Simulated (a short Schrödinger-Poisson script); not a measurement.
Stack: MOS inversion layer, Al2O3 on p-type Si(110), at 300 K.

| layer | material | thickness (nm) | Na (cm⁻³) |
|---|---|---|---|
| 1 | Al2O3 | 6.6 | - |
| 2 | Si | 1200 | 2.6e17 |

The device is made up for the run: typed textbook-type constants, with dimensions and the other settings drawn at random. Al2O3: permittivity 9, conduction-band edge (eV) 2.7, gap (eV) 6.8, electron mass (mₑ) 0.3. Si: permittivity 11.7, conduction-band edge (eV) 0, gap (eV) 1.124, Nv at 300 K (cm⁻³) 3.1e19.

Channel valleys (confinement mass, in-plane density-of-states mass, number): Δ4 0.315, 0.324, 4; Δ2 0.19, 0.417, 2. At the gate the conduction-band edge of layer 1 lies 3.08 eV − eVg above the Fermi level of the channel; the field vanishes at the back. Gaps are held at their typed values at every temperature. Mesh 0.03 nm at interfaces.

Solved with a short Schrödinger-Poisson script written for these runs: 1D Poisson equation in equilibrium, electrons quantum, Hartree (BenDaniel-Duke, 12 states a valley, the channel's in-plane mass for all, wave functions free to enter the dielectric), parabolic valleys, classical holes, full ionisation, no traps, pinning or gate leakage.

Only gate voltages with over 1e8 electrons/cm² are shown.

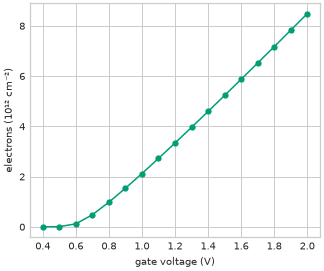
Figure: Sheet density against gate voltage

```tsv
Vg (V)	electrons (cm⁻²)	C (μF/cm²)	Δ4 E0 (meV)	Δ4 E1 (meV)	Δ2 E0 (meV)	Δ2 E1 (meV)
0.4	3.06e8	0.148	287.2	357.8	301.5	384.5
0.5	7.73e9	0.173	203.4	276.8	218.2	304.5
0.6	1.17e11	0.466	132.7	209.0	148.1	237.6
0.7	4.80e11	0.758	95.7	175.2	111.9	204.4
0.8	9.80e11	0.871	76.6	159.3	93.7	189.0
0.9	1.54e12	0.925	64.4	150.2	82.3	180.2
1	2.12e12	0.957	55.4	144.3	74.1	174.5
1.1	2.72e12	0.978	48.3	140.1	67.8	170.5
1.2	3.34e12	0.994	42.4	136.9	62.7	167.6
1.3	3.96e12	1.01	37.3	134.6	58.3	165.4
1.4	4.59e12	1.02	32.9	132.7	54.6	163.7
1.5	5.23e12	1.03	28.9	131.2	51.3	162.3
1.6	5.87e12	1.03	25.3	130.0	48.3	161.2
1.7	6.52e12	1.04	22.0	129.1	45.6	160.4
1.8	7.17e12	1.05	18.9	128.3	43.2	159.6
1.9	7.82e12	1.05	16.1	127.7	40.9	159.1
2	8.48e12	1.06	13.4	127.1	38.8	158.6
```

Subbands count from the Fermi level.
